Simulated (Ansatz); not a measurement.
The figure comes from a scan of TiN (rock salt): the cell is scaled evenly about its relaxed volume V₀. These are PBE (plane waves to 420 eV, PAW, scalar-relativistic; Ansatz, a quantum-chemistry and plane-wave program) values and carry that method's errors. k mesh 19×19×19 (Γ-centred), Fermi-Dirac smearing 0.05 eV. E stands for the smeared free energy. TiN is run without spin polarisation. TiN was relaxed with its symmetry unable to fall. The zero of ΔE is the relaxed starting cell.

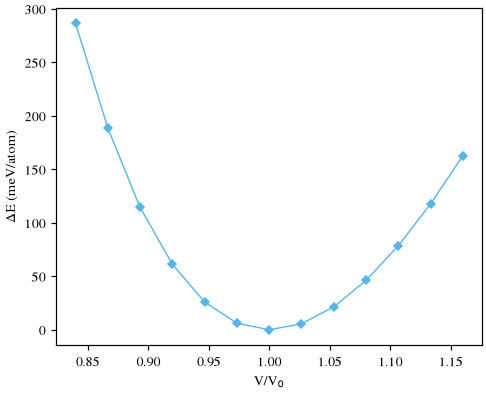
Figure: ΔE (meV/atom) against V/V₀; computed points joined by lines.

**Question.** Turn the plot into a table (rounded to what can be read).

**Answer.** To the nearest 5:

| V/V₀ | ΔE (meV/atom) |
|---|---|
| 0.840 | 285 |
| 0.867 | 190 |
| 0.893 | 115 |
| 0.920 | 60 |
| 0.947 | 25 |
| 0.973 | 5 |
| 1.000 | 0 |
| 1.027 | 5 |
| 1.053 | 20 |
| 1.080 | 45 |
| 1.107 | 80 |
| 1.133 | 120 |
| 1.160 | 165 |

(A scan under strain: stresses follow from slopes of the energy per volume, elastic moduli from its curvatures.)
